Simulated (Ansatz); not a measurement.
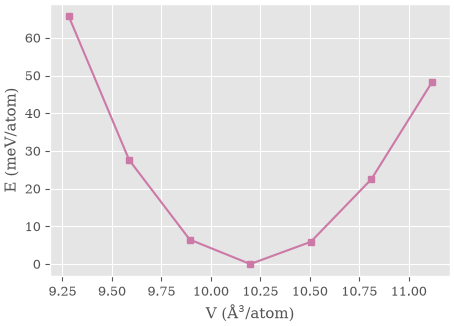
Fig. 1. V2SiB2 in space group P-6m2 (No. 187; V on 2h, Si on 1a, B on 1b, B on 1f) under volume change, the program Ansatz at the PBE level (PAW), shape and atoms relaxed at each volume.

Q: What does a third-order Birch–Murnaghan fit give for V₀, B₀ and B′?

A: V₀ = 10.20 Å³/atom, B₀ = 216 GPa, B′ = 4.2.

The start of the workflow was typed in or built on a structure type; neither database checked (COD, Materials Project) lists it. Its standing as an ambient phase is unchecked. Symmetry was held in the PBE relaxation; its stability against distortions is not shown here. The workflow began spin-polarised and lost its moments.

Potentials: the earlier of the program's two PAW sets.
